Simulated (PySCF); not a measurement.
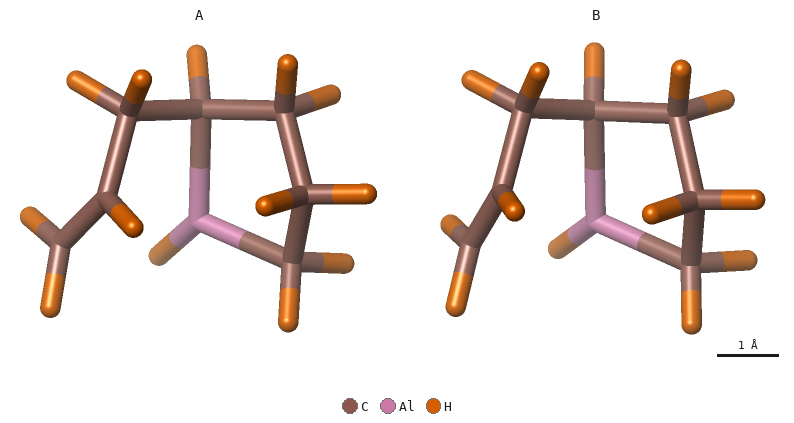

Two geometries of C7H13Al, drawn at one scale. One is the start of a relaxation, the other its converged end. A stick model, seen at a tilt.

Level of theory: PySCF 2.14.0, density-fitted response routines, PBE0-D3(BJ)/def2-SVP geometry optimisation, gas phase. 

Which geometry has the lower energy?

Structure A is the relaxed one. The start comes from GFN2-xTB. Its atoms were then displaced at random by about 0.01 Å. The largest move after the best rigid fit is that of an H atom, 0.47 Å. By element the largest moves are H 0.47 Å, C 0.24 Å, Al 0.10 Å. Among the contacts that change: Al–C 2.798 → 2.579 Å, Al–C 2.539 → 2.605 Å, C–C 1.305 → 1.348 Å, C–C 1.511 → 1.550 Å. Bond angles that change, for instance: C–C–Al 108.7° → 102.1°, C–C–H 104.5° → 110.1°, Al–C–H 111.4° → 106.8°. Over 8 geometry steps the energy falls by 24.6 kJ/mol.
